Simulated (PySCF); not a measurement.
# C5H9AsBN: electronic excitations

What electronic excitations should C5H9AsBN (`CC#C[B@H-]([AsH2])[N+]#CC`) show?

The runs use PySCF 2.14.0, with density-fitted response routines of our own; the level of theory stands in each step. All values are computed, except where a source is named. Atoms are numbered from 0 throughout.

## 1. The molecule as given

17 atoms, charge 0, multiplicity 1; geometry from: GFN2-xTB.

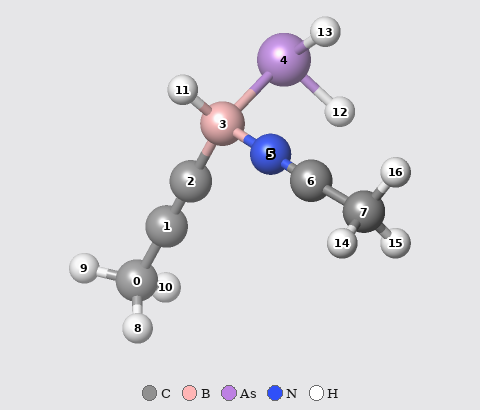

The starting geometry (carbon grey, boron pink, arsenic purple, nitrogen blue, hydrogen white), atoms numbered.

## 2. Excited states and response: wB97X-D/def2-SVPD

What the job is given:

```
{"job": {"kind": "uv", "xc": "wB97X-D", "basis": "def2-SVPD", "nstates": 8, "ntriplets": 3}, "charge": 0, "multiplicity": 1}
C     -3.414363    -1.282709    -0.125193
C     -2.298116    -0.463675     0.310730
C     -1.378210     0.218726     0.680175
B     -0.185665     1.089166     1.147032
As     0.023768     2.788766    -0.104455
N      1.037169     0.338513     0.916663
C      1.979967    -0.268885     0.636748
C      3.165090    -0.968943     0.245797
H     -3.155972    -2.340198    -0.050051
H     -4.287537    -1.090779     0.499214
H     -3.667927    -1.056100    -1.161746
H     -0.227980     1.437926     2.286555
H      0.506555     2.018543    -1.317690
H      1.479755     3.034761     0.257711
H      3.314360    -1.850666     0.871281
H      3.072379    -1.281320    -0.795110
H      4.029729    -0.311097     0.341893
```

Method: TDDFT wB97X-D/def2-SVPD, vertical, gas phase, core orbitals frozen in the response.

Command:

```sh
OMP_NUM_THREADS=1 python probes_run.py task.json out
```

This one command runs all jobs of the session in turn.

Standard output:

```text
coarse grid: 65784 points
cycle   1  E = -2510.7540925549  dE =  4.622e-01  |g| = 5.618e-01  |ddm| = 1.163e+01
cycle   2  E = -2510.7066384283  dE =  4.745e-02  |g| = 8.122e-01  |ddm| = 2.883e+00
cycle   3  E = -2510.8533238554  dE = -1.467e-01  |g| = 1.184e-01  |ddm| = 1.906e+00
cycle   4  E = -2510.8563346511  dE = -3.011e-03  |g| = 4.586e-02  |ddm| = 4.155e-01
cycle   5  E = -2510.8568704923  dE = -5.358e-04  |g| = 6.853e-03  |ddm| = 1.948e-01
cycle   6  E = -2510.8568863368  dE = -1.584e-05  |g| = 2.244e-03  |ddm| = 4.331e-02
cycle   7  E = -2510.8568883675  dE = -2.031e-06  |g| = 8.794e-04  |ddm| = 1.306e-02
final grid: 139664 points
cycle   8  E = -2510.8569679470  dE = -2.040e-06  |g| = 1.021e-03  |ddm| = 4.762e-02
cycle   9  E = -2510.8569678912  dE =  5.581e-08  |g| = 1.308e-03  |ddm| = 5.238e-03
cycle  10  E = -2510.8569682690  dE = -3.778e-07  |g| = 1.284e-04  |ddm| = 1.989e-03
cycle  11  E = -2510.8569682783  dE = -9.283e-09  |g| = 6.799e-05  |ddm| = 7.366e-04
cycle  12  E = -2510.8569682809  dE = -2.675e-09  |g| = 2.685e-05  |ddm| = 3.209e-04
cycle  13  E = -2510.8569682813  dE = -3.506e-10  |g| = 1.538e-05  |ddm| = 1.032e-04
converged SCF energy = -2510.8569682813

Static polarisability (au): isotropic 124.383, principal 92.308 136.012 144.828

Singlet excitations
state   eV       nm        f      main configurations
  1   4.4194    280.5   0.00453   H->L+1 0.92
  2   4.7955    258.5   0.25601   H->L 0.90
  3   5.5969    221.5   0.01319   H->L+2 0.49, H-1->L 0.24, H->L+3 0.12
  4   5.6262    220.4   0.06510   H-1->L 0.50, H->L+2 0.22, H-1->L+1 0.10
  5   5.7443    215.8   0.00862   H-2->L 0.55, H-1->L+1 0.35
  6   5.8004    213.8   0.00992   H-1->L+1 0.36, H-2->L 0.34, H-1->L 0.15
  7   5.8612    211.5   0.01511   H-2->L+1 0.80
  8   6.0515    204.9   0.00828   H->L+5 0.71, H->L+6 0.10

Triplet excitations (Tamm-Dancoff, eV): 3.8272 4.2869 5.1959
```

It took 2.7 min on 1 thread of Arm Neoverse N1, shared host; peak memory 1.1 GiB.

The orbitals next to the gap, with their largest atomic shares:

```tsv
orbital	eV	atoms
HOMO−3	-10.12	As4 28 %, B3 18 %, C2 13 %
HOMO−2	-8.68	C2 34 %, C1 32 %, As4 12 %
HOMO−1	-8.61	C2 26 %, C1 26 %, As4 21 %
HOMO	-7.58	As4 41 %, C1 12 %, B3 12 %
LUMO	0.81	N5 30 %, C6 30 %, C7 12 %
LUMO+1	0.94	C6 33 %, N5 31 %, C7 14 %
LUMO+2	1.40	C7 33 %, C6 20 %, B3 10 %
```

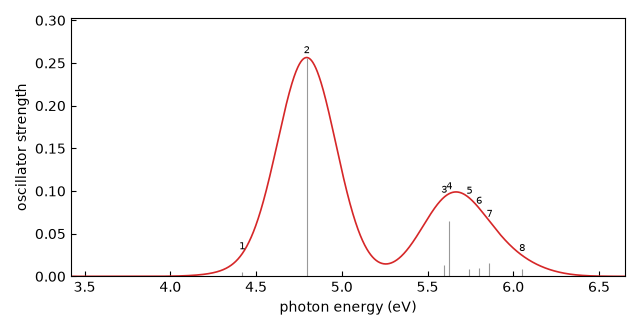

Absorption spectrum from the 8 singlet states computed; above the last one it falls off for lack of states. Lines are broadened to a width of 0.40 eV (Gaussian).

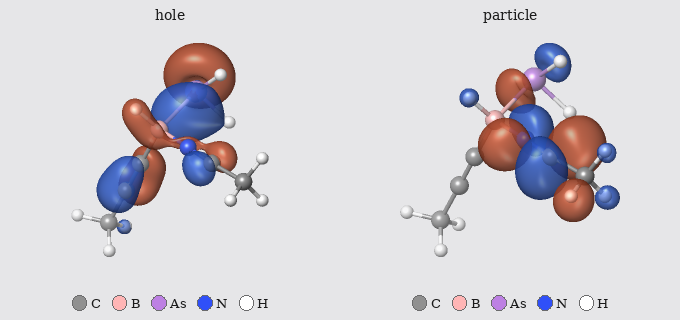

Leading natural transition orbitals of singlet state 2: the electron leaves the hole (left) for the particle orbital (right).

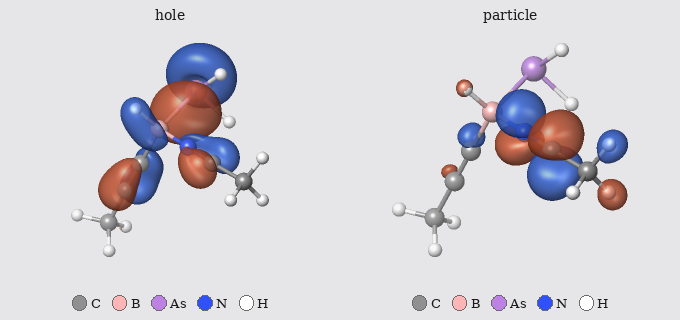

Leading natural transition orbitals of singlet state 1: the electron leaves the hole (left) for the particle orbital (right).

Further results of this job:

```tsv
property	computed
dipole moment (D)	7.70
polarisability (Å³)	18.43
HOMO–LUMO gap (eV)	8.39
−ε(HOMO) (eV)	7.58
```

The fields below are evaluated on a grid from the run's orbitals.

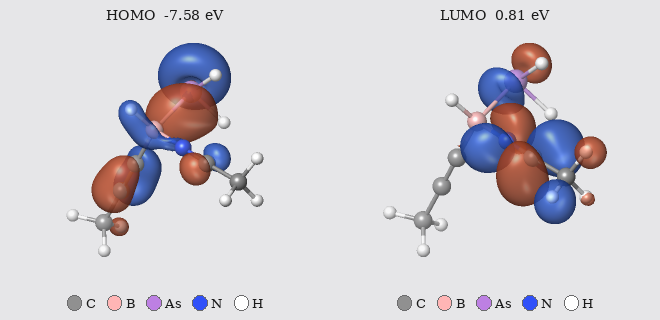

Frontier orbitals at wB97X-D/def2-SVPD; each surface holds 70 % of the orbital's density, blue and red mark the sign.

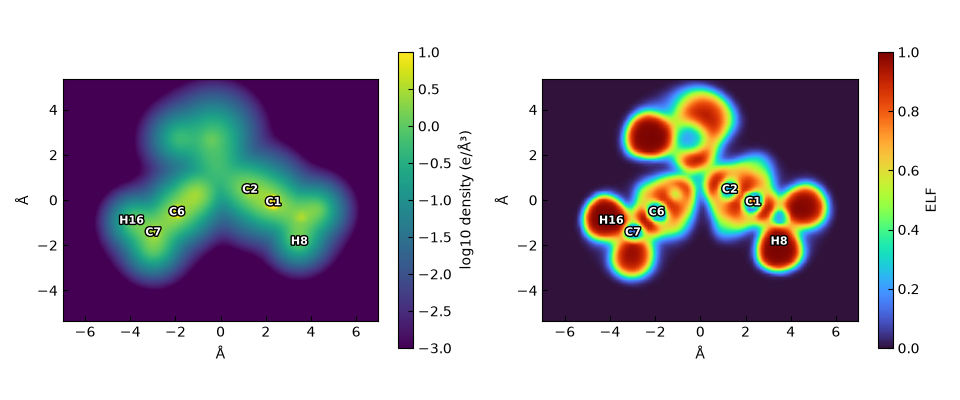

Density (left) and ELF (right) in a plane through or near 6 of the atoms.

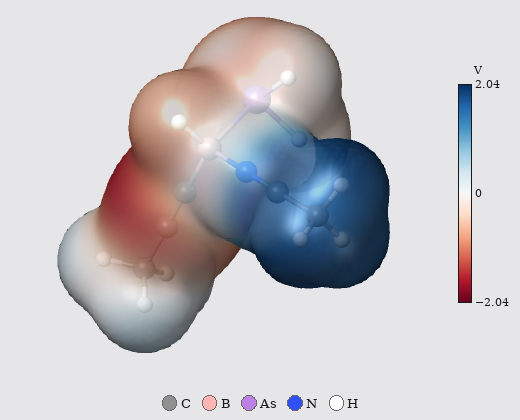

Electrostatic potential on the surface of density 0.002 e/bohr³; red is low, blue high. It runs from -1.56 V near C2 to 2.04 V near H14.

## 3. Summary of results

| quantity | value |
| --- | --- |
| lowest singlet (wB97X-D/def2-SVPD) | 4.42 eV (281 nm), f = 0.005 |
| brightest single state of those computed | state 2, 4.80 eV, f = 0.256 |
| lowest triplet | 3.83 eV |
| surface potential, least and greatest | -1.56 V and 2.04 V |

In words: The first singlet state (HOMO→LUMO+1 0.92) lies at 4.42 eV and is weak; of the 8 states computed, the strongest absorption comes from state 2 at 4.80 eV. The lowest triplet lies 0.59 eV below the lowest singlet (triplets in Tamm-Dancoff, singlets in full TDDFT).
